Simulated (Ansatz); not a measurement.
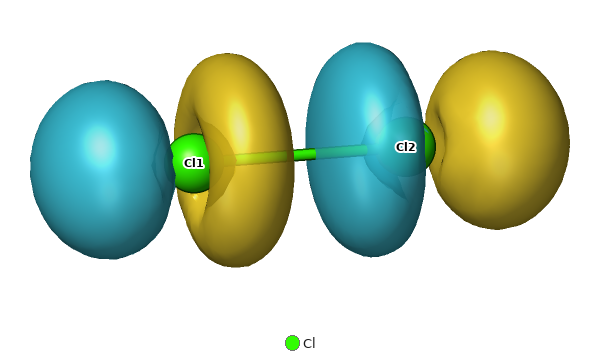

The picture shows: Cl$_{2}$ (SMILES Cl[Cl+]) (charge +1, doublet). The LUMO (α) at ±0.2 Å⁻³ᐟ² (yellow and cyan are the two phases), seen from one side.

Geometry: PBE0-D4/def2-TZVP.

These are results of UKS PBE0-D4/def2-TZVPP (Ansatz 0.2.0), not measurements.

```xyz
2

Cl    0.8037   -0.2676    0.4121
Cl   -0.8037    0.2676   -0.4121
```

Q: What is the character of this orbital?

A: By Hirshfeld shares it lies mainly on Cl1 (about 50 %) and Cl2 (about 50 %); it is of σ type; it is ungerade (odd under inversion). Its energy is −10.39 eV.
